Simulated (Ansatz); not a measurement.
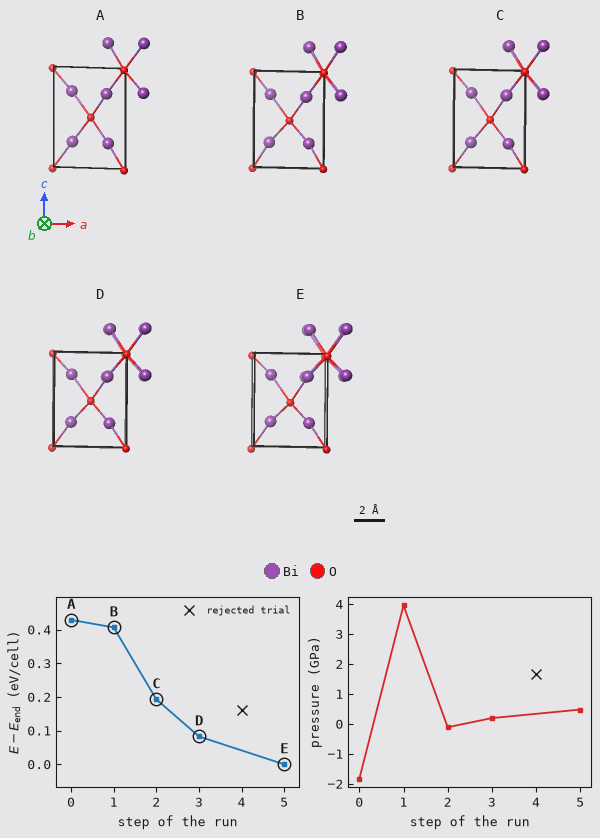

Frames of a relaxation of solid Bi2O (a generated structure, set up in P1) (coarse preliminary run), marked on the history of the run. The picture is a ball-and-stick view of the cell of the calculation, seen along the b axis.

Method: Ansatz, DFT PBE, scalar-relativistic, plane waves, PAW.

The input:
```yaml
crystal:
  lattice:
    - [-2.5240453085, 2.4158655543, 3.3406065484]
    - [2.5214571058, -2.460380622, 3.3710865262]
    - [4.8738930597, 4.7046368217, -0.0342431193]
  atoms:
    - { symbol: Bi, position: [0.2592586008, 0.7533850639, 0.2578474853] }
    - { symbol: Bi, position: [0.7349147464, 0.2591904305, 0.7438986653] }
    - { symbol: Bi, position: [0.7577614696, 0.264537453, 0.2500210548] }
    - { symbol: Bi, position: [0.2513439147, 0.7291928738, 0.7612514049] }
    - { symbol: O, position: [0.5155840456, 0.4951052908, 0.5028286372] }
    - { symbol: O, position: [-0.0188627771, -0.001411112, -0.0158472475] }
basis:
  ecutwfc: 420
kpoints:
  mp_grid: { grid: [6, 6, 4] }
hamiltonian:
  xc: pbe
scf:
  occupations: { method: gaussian, width: 0.2 }
  lower_state_search: "off"
output:
  forces: true
  stress: true
  eigenvalues: true
relax:
  adjacent_minimum: "off"
  f_tol: 0.025
  max_steps: 60
  cell: { stress_tol: 0.25 }
```

Launched with:
```bash
ansatz run input.yaml --threads 1 --pin off --max-ram 2560MiB --backend cpu --events-out ev --progress --plain --runs-dir out
```

> Describe the path.

The run was cut off at its time limit before the relaxation converged, so the last structure is only a point on the way. The largest move relative to the cell is that of O5, 0.20 Å roughly along [−1 1 −3]. Largest moves by element: O 0.20 Å, Bi 0.13 Å. Cell: a 4.834 → 4.941 Å (+2.2 %), b 4.876 → 4.966 Å (+1.9 %), c 6.774 → 6.296 Å (−7.1 %), α 89.0° → 89.8°, β 91.8° → 90.5°, γ 92.5° → 96.2°. Volume −3.6 %. Near-neighbour distances that change, for instance: Bi2–O5 2.246 → 2.477 Å, Bi4–O6 2.462 → 2.298 Å, Bi4–O5 2.519 → 2.612 Å, Bi3–O5 2.425 → 2.334 Å. Among the angles between lasting bonds that change: Bi1–O5–Bi3 91.6° → 111.0°, Bi2–O6–Bi4 98.8° → 110.9°, O5–Bi1–O6 176.2° → 165.9°. The space group stays P1 (No. 1). The energy falls by 0.429 eV per cell of the calculation in 4 accepted moves (5 points after the start). The largest force component goes from 0.98 to 0.25 eV/Å. Pressure: −1.83 GPa at the start and 0.48 GPa at the end. The line search rejected the trial step at point 4 of the run. From step 0 to 1: Bi atoms move most (0.19 Å), volume −8.3 %, energy −22.6 meV per cell of the calculation. From step 1 to 2: Bi3 moves most (0.12 Å), volume +5.0 %, energy −0.214 eV per cell of the calculation. From step 2 to 3: O5 moves most (0.04 Å), volume +0.6 %, energy −0.110 eV per cell of the calculation. From step 3 to 5: O5 moves most (0.08 Å), volume −0.5 %, energy −82.9 meV per cell of the calculation.

```tsv
step	E − E(0), meV/atom	largest force component, eV/Å	pressure, GPa	volume, Å³/atom	note
0	0.00	0.9770	-1.83	26.568	
1	-3.76	0.7719	3.96	24.353	
2	-39.37	0.3233	-0.11	25.578	
3	-57.73	0.2731	0.20	25.722	
4	-44.50	0.2412	1.66	25.285	rejected
5	-71.55	0.2513	0.48	25.600
```
